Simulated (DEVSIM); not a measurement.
System: abrupt Si n-p junction, at 300 K.

| layer (left to right) | material | thickness (μm) | Nd (cm⁻³) | Na (cm⁻³) | τn (s) | τp (s) |
|---|---|---|---|---|---|---|
| 1 | Si | 0.240 | 9.2e16 | - | 0.00027 | 0.00027 |
| 2 | Si | 3.10 | - | 1e15 | 0.00027 | 0.00027 |

Left contact: ohmic. Right contact: ohmic. Voltage is applied to the left contact. Recombination: SRH at mid-gap, radiative. Mobility is constant in doping.

This is a model device: material constants are rounded textbook-type values typed into the input, and sizes, dopings and lifetimes were drawn at random. Values at 300 K.

| parameter | Si |
|---|---|
| gap (eV) | 1.124 |
| affinity (eV) | 4.05 |
| permittivity | 11.7 |
| Nc (cm⁻³) | 2.86e19 |
| Nv (cm⁻³) | 3.1e19 |
| μn (cm²/Vs) | 1417 |
| μp (cm²/Vs) | 470 |
| B (cm³/s) | 4.7e-15 |

Simulated with DEVSIM: 1D drift-diffusion, Boltzmann statistics, complete ionisation; no tunnelling, impact ionisation, image-force lowering or self-heating.

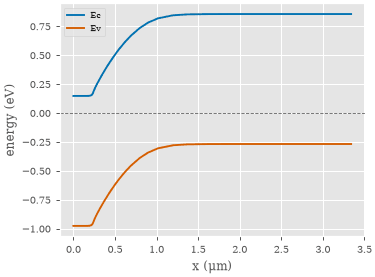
Fig. 1. Band edges at zero bias

Energies count from the Fermi level of the right contact; mesh points crowd at the junctions.

```csv
x (μm),Ec (eV),Ev (eV),n (cm⁻³),p (cm⁻³),field (V/cm)
0.000,0.148,-0.976,9.2e16,1300,≈ 0
0.01591,0.148,-0.976,9.2e16,1300,≈ 0
0.04250,0.148,-0.976,9.2e16,1300,≈ 0
0.08072,0.148,-0.976,9.2e16,1300,≈ 0
0.1544,0.148,-0.976,9.2e16,1300,54
0.1943,0.150,-0.974,8.7e16,1300,1000
0.2220,0.159,-0.965,6.2e16,1900,7100
0.2431,0.188,-0.936,2.0e16,5800,19000
0.2620,0.219,-0.905,5.9e15,20000,15000
0.2938,0.265,-0.859,1.0e15,110000,14000
0.3529,0.341,-0.783,5.4e13,2200000,12000
0.4985,0.504,-0.620,9.8e10,1.2e9,10000
0.6925,0.670,-0.454,1.6e8,7.3e11,7100
1.020,0.820,-0.304,480000,2.4e14,2300
1.852,0.857,-0.267,120000,1.0e15,≈ 0
2.503,0.857,-0.267,120000,1.0e15,≈ 0
2.853,0.857,-0.267,120000,1.0e15,≈ 0
3.073,0.857,-0.267,120000,1.0e15,≈ 0
3.217,0.857,-0.267,120000,1.0e15,≈ 0
3.281,0.857,-0.267,120000,1.0e15,≈ 0
3.315,0.857,-0.267,120000,1.0e15,≈ 0
3.340,0.857,-0.267,120000,1.0e15,≈ 0
```
